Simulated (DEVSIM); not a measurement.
Device: Schottky contact on n-type Ge, at 300 K.

```
layer (left to right)  material  thickness (μm)  Nd (cm⁻³)  τn (s)  τp (s)
---------------------  --------  --------------  ---------  ------  ------
1                            Ge            2.60     4.7e16  1.8e-6  1.8e-6
```

Left contact: Schottky, work function 4.42 eV, emission velocity 3.3e6 cm/s. Right contact: ohmic. Voltage is applied to the left contact. Recombination: SRH at mid-gap, radiative, Auger. Mobility is constant in doping.

This is a model device: material constants are rounded textbook-type values typed into the input, and sizes, dopings and lifetimes were drawn at random. Values at 300 K.

```csv
parameter,Ge
gap (eV),0.664
affinity (eV),4
permittivity,16
Nc (cm⁻³),1.04e19
Nv (cm⁻³),6e18
μn (cm²/Vs),3900
μp (cm²/Vs),1900
B (cm³/s),6.4e-14
Cn (cm⁶/s),1e-31
Cp (cm⁶/s),1e-31
```

Simulated with DEVSIM: 1D drift-diffusion, Boltzmann statistics, complete ionisation; no tunnelling, impact ionisation, image-force lowering or self-heating. Metal contacts follow the ideal Schottky-Mott rule: no Fermi-level pinning, no interface dipoles.

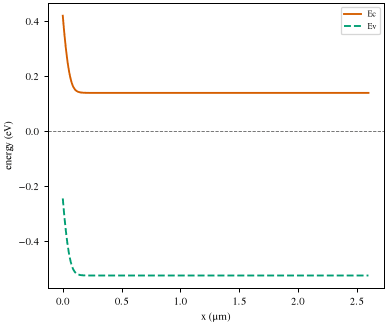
Fig. 1. Band edges at zero bias

Energies count from the Fermi level of the right contact; mesh points crowd at the junctions.

```
x (μm)   Ec (eV)  Ev (eV)  n (cm⁻³)  p (cm⁻³)  field (V/cm)
-------  -------  -------  --------  --------  ------------
0.000      0.420   -0.244    9.1e11    4.8e14        -52000
0.01062    0.368   -0.296    6.9e12    6.3e13        -46000
0.02387    0.311   -0.353    6.2e13    7.0e12        -39000
0.04486    0.240   -0.424    9.7e14    4.5e11        -28000
0.08764    0.163   -0.501    1.9e16    2.3e10         -9200
0.1300     0.143   -0.521    4.0e16    1.1e10         -1700
0.1970     0.140   -0.524    4.7e16     9.4e9           -89
0.3337     0.140   -0.524    4.7e16     9.3e9           ≈ 0
0.4690     0.140   -0.524    4.7e16     9.3e9           ≈ 0
0.6831     0.140   -0.524    4.7e16     9.3e9           ≈ 0
0.9902     0.140   -0.524    4.7e16     9.3e9           ≈ 0
1.496      0.140   -0.524    4.7e16     9.3e9           ≈ 0
1.838      0.140   -0.524    4.7e16     9.3e9           ≈ 0
2.076      0.140   -0.524    4.7e16     9.3e9           ≈ 0
2.271      0.140   -0.524    4.7e16     9.3e9           ≈ 0
2.378      0.140   -0.524    4.7e16     9.3e9           ≈ 0
2.453      0.140   -0.524    4.7e16     9.3e9           ≈ 0
2.500      0.140   -0.524    4.7e16     9.3e9           ≈ 0
2.547      0.140   -0.524    4.7e16     9.3e9           ≈ 0
2.571      0.140   -0.524    4.7e16     9.3e9           ≈ 0
2.585      0.140   -0.524    4.7e16     9.3e9           ≈ 0
2.600      0.140   -0.524    4.7e16     9.3e9           ≈ 0
```
